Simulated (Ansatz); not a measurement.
H4O4Ti

Input file:

```
crystal:
  periodic: [false, false, false]
  atoms:
    - {symbol: Ti, position_ang: [-0.062532, 0.307048, -0.068815]}
    - {symbol: O, position_ang: [-1.102369, -1.397741, -0.968896]}
    - {symbol: O, position_ang: [-0.087352, 1.605776, 1.122331]}
    - {symbol: O, position_ang: [-1.417572, -0.906563, 0.375938]}
    - {symbol: O, position_ang: [1.505970, -0.578425, -0.139983]}
    - {symbol: H, position_ang: [-0.516002, -2.167619, -0.773760]}
    - {symbol: H, position_ang: [-0.279074, 1.168344, -1.536248]}
    - {symbol: H, position_ang: [2.354932, -0.334484, 0.268830]}
    - {symbol: H, position_ang: [-0.396000, 2.303673, 1.720603]}
basis:
  gaussian: {orbitals: def2-TZVP, initial_orbitals: start.molden}
hamiltonian: {xc: pbe0, dispersion: d4}
scf: {omitted_lower_state_checks: [starts]}
output: {forces: true, orbitals: {seedname: orbitals}}
```

Launched as:

```sh
ansatz run in.yaml --threads 2 --pin off --events-out ev --progress --plain --max-ram 4352MiB
```

Geometry: PBE-D4/def2-SVP; not at a stationary point (largest force 1.0 eV/Å).

Computed with Ansatz 0.2.0, RKS PBE0-D4/def2-TZVP.

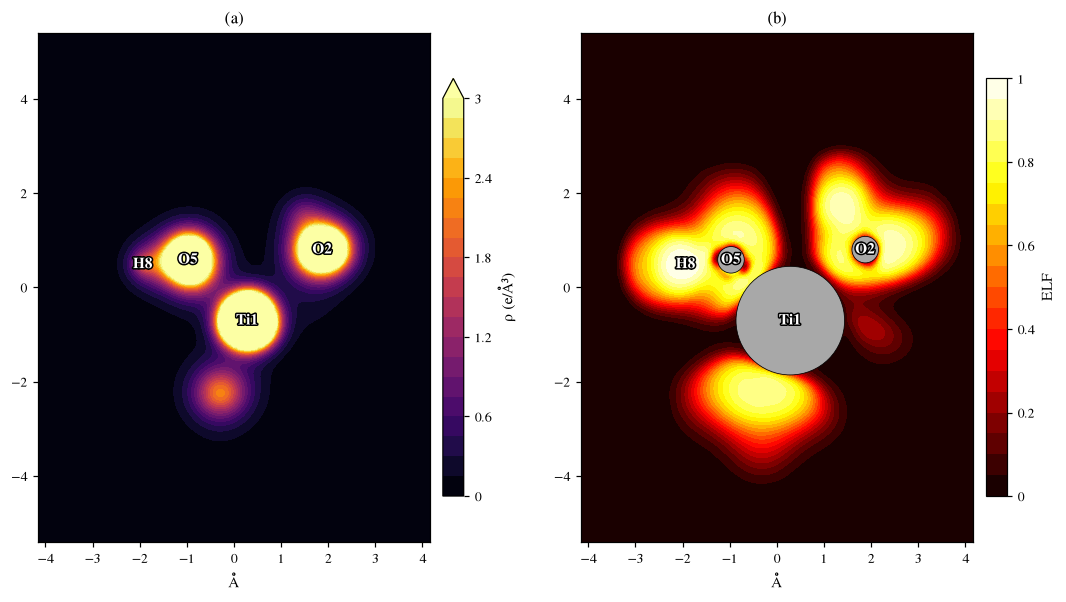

Figure 1. (a) electron density; (b) electron localisation function on the plane of atoms O2, Ti1 and O5. Grey discs cover the atomic cores in the ELF map.

Describe what can be read from this map.

The section cuts through Ti, O and H sites.
O–H (0.97 Å): ρ is about 3.6 e/Å³ halfway; the ELF climbs to about 1 towards the hydrogen, as it does in any bond to H (a covalent bond by its length).
Ti–O (1.80 Å): the density is about 1 e/Å³ at the midpoint; the ELF peaks at about 0.85 in the valence shell of O, 0.6 Å from its nucleus, and is about 0.25 at the midpoint.

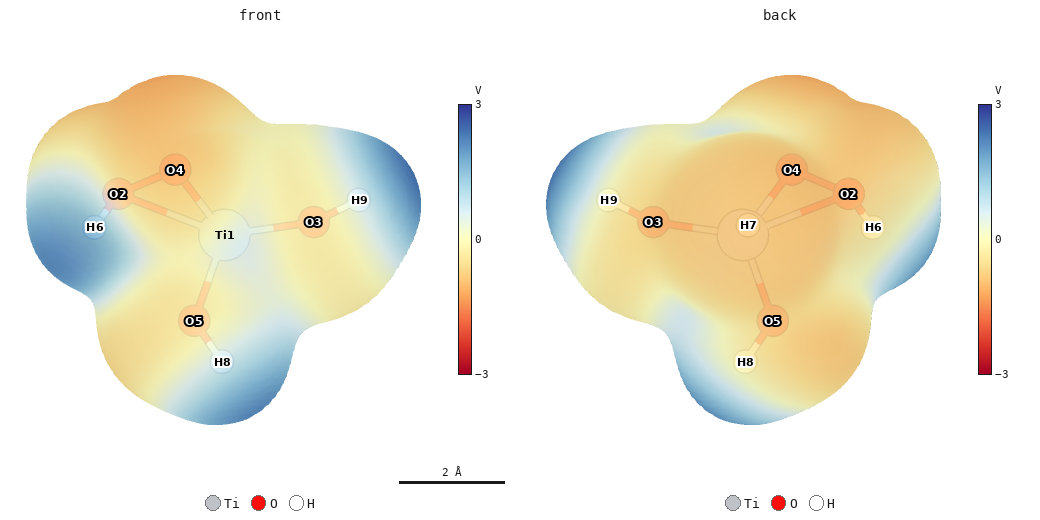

Figure 2. The electrostatic potential painted on the density surface at 0.001 e/bohr³, seen from the front and from behind; the colour scale runs from red (negative) to blue (positive).

Which sites attract a positive test charge, and which a negative one?

A positive charge is drawn to the negative regions and a negative charge to the positive ones. The most negative region (about −1.2 V) lies over O4, the most positive (about +2.3 V) over H9. O4 is the likeliest acceptor of a hydrogen bond.

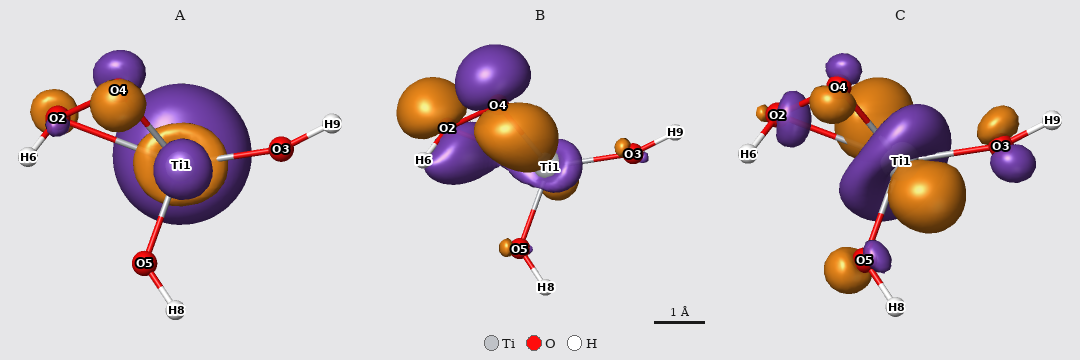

Figure 3. Three frontier orbitals at ±0.15 Å⁻³ᐟ² (orange and purple are the two phases), in no order.

Which picture is the HOMO−1, the HOMO and the LUMO?

B is the HOMO−1 (−8.83 eV). By Hirshfeld shares it lies mainly on O4 (about 45 %), O2 (about 35 %) and Ti1 (about 15 %); π-antibonding (π*) across O4–O2. A is the HOMO (−7.98 eV). By Hirshfeld shares it lies mainly on H7 (about 50 %), Ti1 (about 40 %) and O4 (about 5 %). C is the LUMO (−1.57 eV). Its weight (Hirshfeld) is mainly on Ti1 (about 75 %).

What is the HOMO–LUMO gap?

6.41 eV between the orbital energies.
